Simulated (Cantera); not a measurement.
Feed: 1 mol SiH2Cl2, 29 mol H2, held at 0.130 bar.

Cantera equilibrium calculation (NASA polynomials, part measured and part estimated; ideal gas, pure solids and liquids). Candidate condensed phases: Si; 19 gas species. The tables' values for SiCl, SiCl3 are old estimates; treat these amounts as uncertain. Gases not in the tables: Si2H6 and higher silanes. The numbers say what is thermodynamically allowed, not how fast it happens.

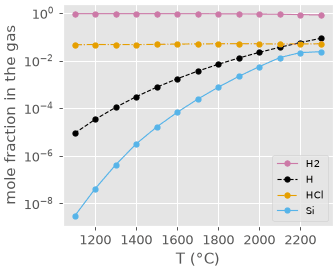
Fig. 1. Equilibrium gas composition (values under 1e-9 drawn at 1e-9)

Question: Read off the mole fractions at 2300 °C.

Answer: H2 about 0.83, H about 0.087, HCl about 0.051, Si about 0.024.
